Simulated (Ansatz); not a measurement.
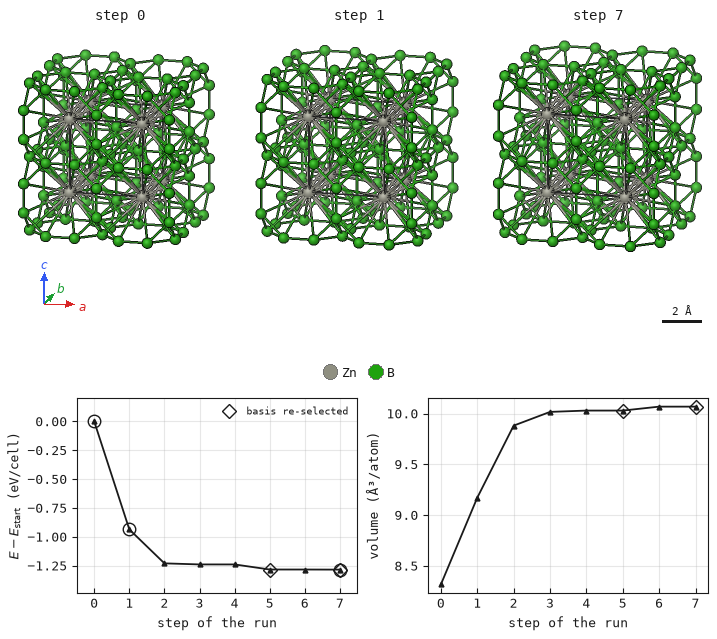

Frames of a relaxation of a crystal of ZnB₆ (a generated structure, set up in Pm-3m) (coarse preliminary run), marked on the history of the run. The picture is a ball-and-stick view of the cell of the calculation, seen slightly off an axis.

These are results of Ansatz 0.2.0, DFT PBE, scalar-relativistic, plane waves, PAW, not measurements.

The input:
```yaml
crystal:
  lattice:
    - [3.87577193, 0.0, 0.0]
    - [0.0, 3.87577193, 0.0]
    - [0.0, 0.0, 3.87577193]
  atoms:
    - { symbol: Zn, position: [0.0, 0.0, 0.0] }
    - { symbol: B, position: [0.80150312, 0.5, 0.5] }
    - { symbol: B, position: [0.19849688, 0.5, 0.5] }
    - { symbol: B, position: [0.5, 0.5, 0.80150312] }
    - { symbol: B, position: [0.5, 0.5, 0.19849688] }
    - { symbol: B, position: [0.5, 0.19849688, 0.5] }
    - { symbol: B, position: [0.5, 0.80150312, 0.5] }
basis:
  ecutwfc: 420
kpoints:
  mp_grid: { grid: [4, 4, 4] }
hamiltonian:
  xc: pbe
scf:
  occupations: { method: gaussian, width: 0.1 }
  lower_state_search: "off"
output:
  forces: true
  stress: true
  eigenvalues: true
relax:
  adjacent_minimum: "off"
  f_tol: 0.04
  max_steps: 70
  cell: { stress_tol: 0.4 }
```

Launched with:
```bash
ansatz run input.yaml --threads 1 --pin off --max-ram 2048MiB --backend cpu --events-out ev --progress --plain --runs-dir out
```

Describe the path.

Answer. Over 5 accepted moves (7 points after the start) the energy falls by 1.284 eV per cell of the calculation. The largest force component goes from 0.59 to 0.0018 eV/Å. Pressure: 38.31 GPa at the start and 0.04 GPa at the end. At 2 points the geometry stayed and the basis and grid were re-selected for the new cell (energy shift of 44.0 meV per cell of the calculation at most each time). No atom moves by more than 0.005 Å relative to the cell. The drawn cell changes as follows: a = b = c 3.876 → 4.131 Å (+6.6 %); the volume changes by +21.1 %. Near-neighbour distances that change, for instance: Zn1–B2 2.847 → 3.034 Å, B2–B4 1.653 → 1.759 Å, B2–B3 1.539 → 1.643 Å. The space group stays Pm-3m (No. 221). From step 0 to 1: volume +10.3 %, energy −0.936 eV per cell of the calculation. From step 1 to 7: volume +9.8 %, energy −0.348 eV per cell of the calculation.

Limits of the set-up: the k-point mesh is coarse for a cell with partly filled bands.
